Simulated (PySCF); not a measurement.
# PN (phosphorus nitride): CCSD(T)/STO-6G

What is the energy change on altering one bond length of PN (phosphorus nitride) at CCSD(T)/STO-6G? Input form: a Python script.

The results are computed with PySCF 2.14.0.

14 further runs of the same task are left out: 4 that didn't finish, 10 set aside as unsound or not needed.

## (1) The system as given

PN has 2 atoms, charge 0, and is taken as a singlet. SMILES: `N#P`. The bond length is the measured one.

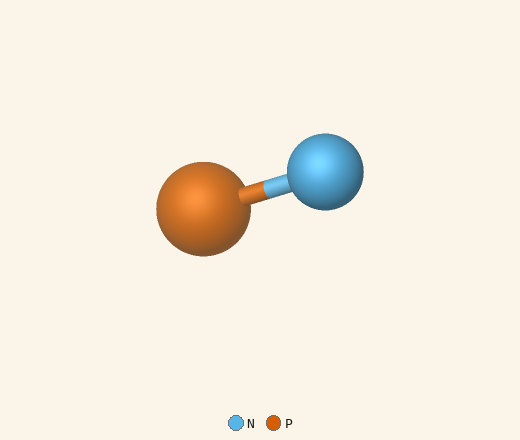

The structure, seen from a chosen angle (nitrogen blue, phosphorus orange).

## (2) A single-point energy at CCSD(T)/STO-6G

File job.py:

```python
from pyscf import gto, cc

mol = gto.Mole()
mol.atom = '''
N      0.000000     0.000000     0.000000
P      0.000000     0.000000     2.817328
'''
mol.verbose = 3
mol.unit = 'bohr'
mol.basis = 'sto-6g'
mol.max_memory = 1860
mol.charge = 0
mol.build()

hf = mol.RHF()
hf.conv_tol = 1e-10
hf.kernel()
if not hf.converged:
    hf = hf.newton().run(hf.mo_coeff, hf.mo_occ)

mycc = cc.CCSD(hf, frozen=6)
mycc.kernel()
e_t = mycc.ccsd_t()
etot = mycc.e_tot + e_t
print('Final energy', etot)
```

Command:

```sh
$ OMP_NUM_THREADS=1 python job.py
```

The log of the run:

```text
converged SCF energy = -393.742882155398
E(CCSD) = -393.9119569837254  E_corr = -0.1690748283274286
CCSD(T) correction = -0.00241525619119684
Final energy -393.9143722399166
```

Run time: 0.9 s. Hardware: 1 thread of Arm Neoverse V1, shared host; peak memory 0.12 GiB.

## (3) The distorted shape at the same level

File run.py:

```python
from pyscf import gto, cc

mol = gto.M(
    atom='''
N    0.000000   0.000000  -0.298134
P    0.000000   0.000000   1.490866
''',
    basis='sto-6g',
    verbose=4,
    max_memory=1860,
)

mf = mol.RHF()
mf.conv_tol = 1e-10
mf.kernel()
if not mf.converged:
    mf = mf.newton().run(mf.mo_coeff, mf.mo_occ)

mycc = cc.CCSD(mf, frozen=6)
mycc.kernel()
e_t = mycc.ccsd_t()
e_tot = mycc.e_tot + e_t
print('E(%s) = %.9f' % ('CCSD(T)', e_tot))
```

Command:

```sh
$ OMP_NUM_THREADS=1 python run.py
```

The log of the run:

```text
PySCF version 2.14.0

[INPUT] num. atoms = 2
[INPUT] num. electrons = 22
[INPUT] charge = 0
[INPUT] spin (= nelec alpha-beta = 2S) = 0
[INPUT] symmetry False subgroup None
[INPUT] Mole.unit = angstrom
[INPUT] Symbol           X                Y                Z      unit          X                Y                Z       unit  Magmom
[INPUT]  1 N      0.000000000000   0.000000000000  -0.298134000000 AA    0.000000000000   0.000000000000  -0.563391608421 Bohr   0.0
[INPUT]  2 P      0.000000000000   0.000000000000   1.490866000000 AA    0.000000000000   0.000000000000   2.817328428426 Bohr   0.0

nuclear repulsion = 31.0584724128564
number of shells = 8
number of NR pGTOs = 84
number of NR cGTOs = 14
basis = sto-6g
ecp = {}

******** <class 'pyscf.scf.hf.RHF'> ********
method = RHF
initial guess = minao
damping factor = 0
level_shift factor = 0
DIIS = <class 'pyscf.scf.diis.CDIIS'>
diis_start_cycle = 1
diis_space = 8
diis_damp = 0
SCF conv_tol = 1e-10
SCF conv_tol_grad = None
SCF max_cycles = 50
direct_scf = True
direct_scf_tol = 1e-13
Set gradient conv threshold to 1e-05
Initial guess from minao.
init E= -393.039859925125
  HOMO = -0.220046949571121  LUMO = 0.00902051050160533  gap/eV = 6.23324
cycle= 1 E= -393.458711629943  delta_E= -0.419  |g|= 0.682  |ddm|= 2.36
  HOMO = -0.180227292331227  LUMO = 0.281188006774207  gap/eV = 12.55575
cycle= 2 E= -392.939805746116  delta_E= 0.519  |g|= 1.38  |ddm|= 2.24
  HOMO = -0.224407502779476  LUMO = 0.178021634455255  gap/eV = 10.95065
cycle= 3 E= -393.616958379247  delta_E= -0.677  |g|= 0.0395  |ddm|= 1.58
  HOMO = -0.24081018065255  LUMO = 0.194655555887151  gap/eV = 11.84963
cycle= 4 E= -393.617889246872  delta_E= -0.000931  |g|= 0.0286  |ddm|= 0.0978
  HOMO = -0.236828400493335  LUMO = 0.190235878155845  gap/eV = 11.62101
cycle= 5 E= -393.618278125333  delta_E= -0.000389  |g|= 0.0151  |ddm|= 0.0641
  HOMO = -0.237763908461635  LUMO = 0.190657316861932  gap/eV = 11.65794
cycle= 6 E= -393.618381227378  delta_E= -0.000103  |g|= 0.00186  |ddm|= 0.0457
  HOMO = -0.237829064052253  LUMO = 0.190919241108382  gap/eV = 11.66684
cycle= 7 E= -393.618382321362  delta_E= -1.09e-06  |g|= 2.18e-05  |ddm|= 0.0026
  HOMO = -0.237829488358353  LUMO = 0.190922430392251  gap/eV = 11.66693
cycle= 8 E= -393.618382321566  delta_E= -2.03e-10  |g|= 2.34e-05  |ddm|= 0.000128
  HOMO = -0.237829188078726  LUMO = 0.19092094638639  gap/eV = 11.66689
cycle= 9 E= -393.618382321738  delta_E= -1.72e-10  |g|= 2e-06  |ddm|= 3.37e-05
  HOMO = -0.23782906062132  LUMO = 0.19092065632029  gap/eV = 11.66687
cycle= 10 E= -393.618382321739  delta_E= -1.02e-12  |g|= 1.88e-08  |ddm|= 2.31e-06
  HOMO = -0.237829060060428  LUMO = 0.190920659657533  gap/eV = 11.66687
Extra cycle  E= -393.618382321739  delta_E=    0  |g|= 4.12e-08  |ddm|= 5.97e-08
converged SCF energy = -393.618382321739

******** <class 'pyscf.cc.ccsd.CCSD'> ********
CC2 = 0
CCSD nocc = 5, nmo = 8
frozen orbitals 6
max_cycle = 50
direct = 0
conv_tol = 1e-07
conv_tol_normt = 1e-05
diis_space = 6
diis_start_cycle = 0
diis_start_energy_diff = 1e+09
Init t2, MP2 energy = -393.930786067954  E_corr(MP2) -0.312403746215184
Init E_corr(CCSD) = -0.312403746215185
cycle = 1  E_corr(CCSD) = -0.173338507872358  dE = 0.139065238  norm(t1,t2) = 0.153739
cycle = 2  E_corr(CCSD) = -0.255311212409709  dE = -0.0819727045  norm(t1,t2) = 0.131266
cycle = 3  E_corr(CCSD) = -0.227592397844746  dE = 0.0277188146  norm(t1,t2) = 0.0504203
cycle = 4  E_corr(CCSD) = -0.234226606804724  dE = -0.00663420896  norm(t1,t2) = 0.0337801
cycle = 5  E_corr(CCSD) = -0.246191592986035  dE = -0.0119649862  norm(t1,t2) = 0.0217219
cycle = 6  E_corr(CCSD) = -0.247043116077937  dE = -0.000851523092  norm(t1,t2) = 0.00407958
cycle = 7  E_corr(CCSD) = -0.246870379375749  dE = 0.000172736702  norm(t1,t2) = 0.00159905
cycle = 8  E_corr(CCSD) = -0.247137723802157  dE = -0.000267344426  norm(t1,t2) = 0.00059804
cycle = 9  E_corr(CCSD) = -0.247145755508133  dE = -8.03170598e-06  norm(t1,t2) = 8.08386e-05
cycle = 10  E_corr(CCSD) = -0.247137957347786  dE = 7.79816035e-06  norm(t1,t2) = 2.35937e-05
cycle = 11  E_corr(CCSD) = -0.247141494976809  dE = -3.53762902e-06  norm(t1,t2) = 7.80309e-06
cycle = 12  E_corr(CCSD) = -0.247140954863085  dE = 5.40113723e-07  norm(t1,t2) = 2.16533e-06
cycle = 13  E_corr(CCSD) = -0.247141163194269  dE = -2.08331183e-07  norm(t1,t2) = 7.17523e-07
cycle = 14  E_corr(CCSD) = -0.247141001706309  dE = 1.61487959e-07  norm(t1,t2) = 3.71805e-07
cycle = 15  E_corr(CCSD) = -0.24714098335172  dE = 1.83545888e-08  norm(t1,t2) = 6.08049e-08
CCSD converged
E(CCSD) = -393.865523305091  E_corr = -0.2471409833517203
CCSD(T) correction = -0.00302168338521079
E(CCSD(T)) = -393.868544988
```

Run time: 0.97 s. Hardware: 1 thread of Arm Neoverse V1, shared host; peak memory 0.12 GiB.

## (4) Outcome

Level: CCSD(T)/STO-6G, 6 core orbitals frozen.

| quantity | value |
| --- | --- |
| first shape: total energy | -393.91437 Eh |
| first shape: dipole moment (Hartree–Fock density) | 2.09 D |
| first shape: HOMO energy (Hartree–Fock orbitals) | -8.75 eV |
| first shape: LUMO energy (Hartree–Fock orbitals) | 6.94 eV |
| first shape: HOMO–LUMO gap (Hartree–Fock orbitals) | 15.69 eV |
| first shape: correlation energy (6 core orbitals frozen) | -171.5 mEh |
| first shape: (T) correction | -2.42 mEh |
| first shape: T1 diagnostic | 0.008 |
| distorted shape: total energy | -393.86854 Eh |
| distorted shape: dipole moment (Hartree–Fock density) | 1.91 D |
| distorted shape: HOMO energy (Hartree–Fock orbitals) | -6.47 eV |
| distorted shape: LUMO energy (Hartree–Fock orbitals) | 5.20 eV |
| distorted shape: HOMO–LUMO gap (Hartree–Fock orbitals) | 11.67 eV |
| distorted shape: correlation energy (6 core orbitals frozen) | -250.2 mEh |
| distorted shape: (T) correction | -3.02 mEh |
| distorted shape: T1 diagnostic | 0.010 |
| energy change with the N1–P2 bond stretched from 1.491 to 1.789 Å | 1.247 eV |

What this shows: With the N1–P2 bond stretched from 1.491 to 1.789 Å the energy rises by 1.25 eV (120 kJ/mol). The first shape isn't relaxed at this level, so the change isn't measured from a minimum. The minimal basis adds a large error of its own. The triples (first shape) make up 1.4 % of the correlation energy. The triples (distorted shape) make up 1.2 % of the correlation energy.
